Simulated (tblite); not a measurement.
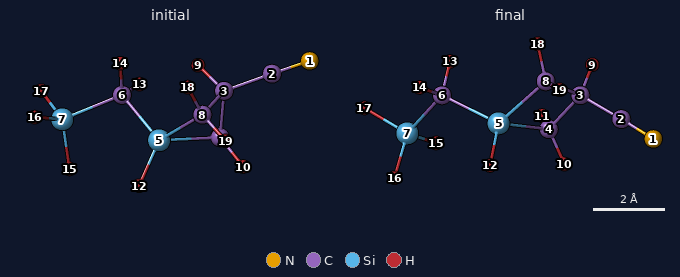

The structure of C5H11NSi2 before (left) and after (right) a relaxation, at one scale.

The picture is a ball-and-stick view, seen at a tilt.

The calculation used GFN2-xTB geometry optimisation, gas phase (tblite). 

Q: What changed between the two?

A: Over 235 geometry steps the energy falls by 34.5 kcal/mol. N1 moves most after the best rigid fit: 2.26 Å. By element the largest moves are N 2.26 Å, H 2.02 Å, C 1.33 Å, Si 0.59 Å. Near-neighbour distances that change, for instance: C4–C8 2.062 → 2.386 Å, Si5–C8 1.856 → 1.918 Å, C3–C4 1.490 → 1.551 Å, Si5–C6 1.840 → 1.893 Å. Bond angles that change, for instance: C4–C3–C8 86.8° → 100.6°, C4–Si5–C8 67.3° → 77.1°, C2–C3–H9 117.0° → 108.2°. Groups turn about Si5–C6 by about 65°, C3–C8 by about 50°, C4–Si5 by about 45°. The run took 2.2 s on 1 thread of Arm Neoverse V1 (shared host).
